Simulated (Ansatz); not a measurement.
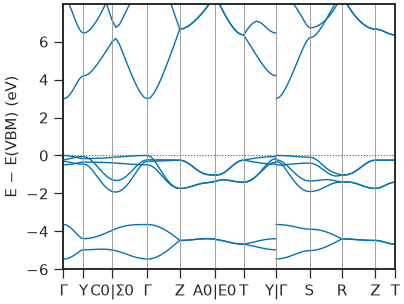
Figure. Band structure from PBEsol (plane waves, PAW; program Ansatz)

Q: Read off the gap and where the band edges lie.

A: About 3.0 eV (2.99 eV by a search for the band edges); maximum at Γ, minimum at Γ.

The material is NaHO in space group Cmcm (No. 63; Na on 4c, H on 4c, O on 4c).

The workflow started from a Materials Project entry (that database holds measured and hypothetical structures alike); the Crystallography Open Database copy checked does not list it. COD files the formula under space group No. 11. Its standing as an ambient phase is unchecked. The PBEsol relaxation kept the symmetry of its start; whether a distortion lowers the energy is not shown.

Potentials: the later of the program's two PAW sets.
